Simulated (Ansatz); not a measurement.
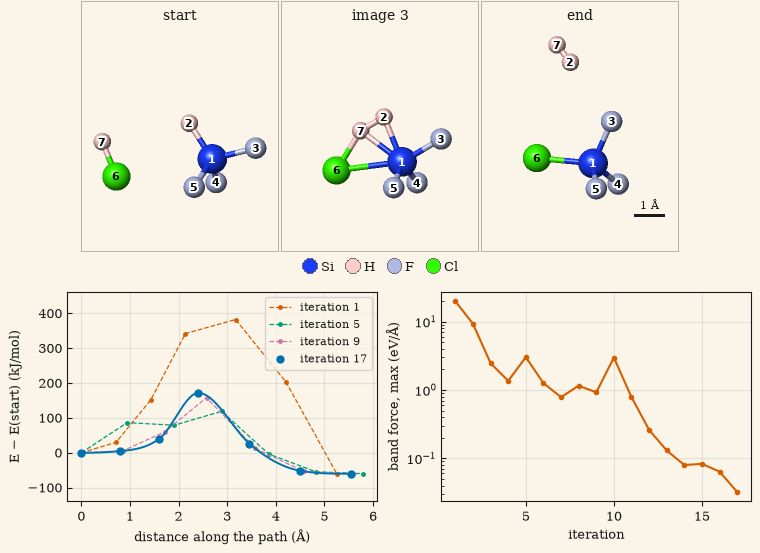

NEB run on SiH₂ClF₃, made up of SiHF₃ and HCl. Images are numbered from 0 (start) to 6 (end). The plot follows the band through its iterations. A ball-and-stick model, seen at a tilt.

Computed with Ansatz, RKS B3LYP-D4/def2-SVP. Run with 5 movable images; climbing image; force threshold 0.05 eV/Å; iteration limit 60; starting path through a guess of the saddle point.

Q: Judge this run.

A: The result is final at these settings. The band converged in 17 iterations. The largest component of the band force went from 20 to 0.032 eV/Å. The climbing image converged on the top of the path. Its vibrational analysis gives one imaginary mode (993i cm⁻¹), as a transition state must have. The first iteration put the highest image at 382.3 kJ/mol. The highest point, image 3, lies 171.5 kJ/mol above the start and 231.5 kJ/mol above the end; the end is at −60.0 kJ/mol relative to the start.

Limits of the set-up: the start holds two separate molecules, 3.2 Å apart at their closest, whose relative position is a soft coordinate.
